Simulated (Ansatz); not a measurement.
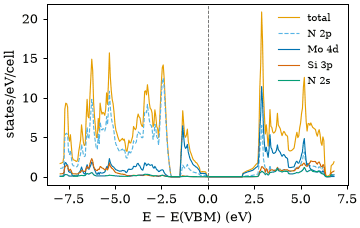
Figure: Total and projected density of states of Si$_{2}$MoN$_{4}$ in space group P6_3/mmc (No. 194; Mo on 2c, N on 4f, Si on 4f, N on 4e), the program Ansatz at the r²SCAN+D4 level (PAW)

Question: Which orbitals carry the states next to the gap?

Answer: Top 1 eV of the valence band: Mo 4d 69 %, N 2p 27 %. Bottom 1 eV of the conduction band: Mo 4d 67 %, N 2p 23 %. Projections are on Löwdin-orthogonalised atomic valence shells; empty p or d shells of many metals are not among them.

Question: Where is the tallest occupied peak in this window, and what makes it?

Answer: Near -5.3 eV, about 16 states/eV per cell; the largest projected share is N 2p.

The start of the workflow was typed in or built on a structure type; neither database checked (COD, Materials Project) lists it. Its standing as an ambient phase is unchecked. The r²SCAN+D4 relaxation kept the symmetry of its start; whether a distortion lowers the energy is not shown. The workflow began spin-polarised and lost its moments. Scalar-relativistic: spin–orbit coupling is off unless named, which matters more the heavier the elements.

Potentials: the later of the program's two PAW sets.
